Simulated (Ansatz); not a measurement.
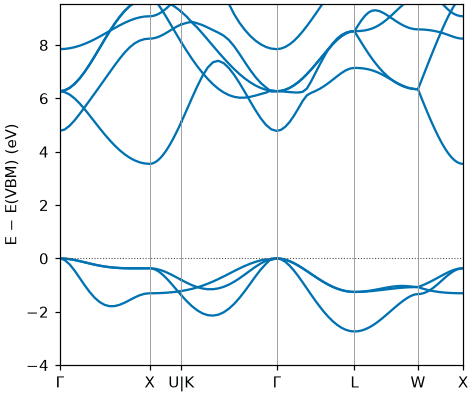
Figure. Band structure from PBEsol in the plane-wave PAW code Ansatz

Read off the gap and where the band edges lie.

About 3.5 eV (3.54 eV by a search for the band edges); maximum at Γ, minimum at X.

Which of these materials gives this?
(A) CaS, rock salt
(B) MgS, rock salt
(C) CaO, rock salt

C, CaO, rock salt

Space group Fm-3m (rock salt). Symmetry was held in the PBEsol relaxation.

Potentials: the later of the program's two PAW sets.
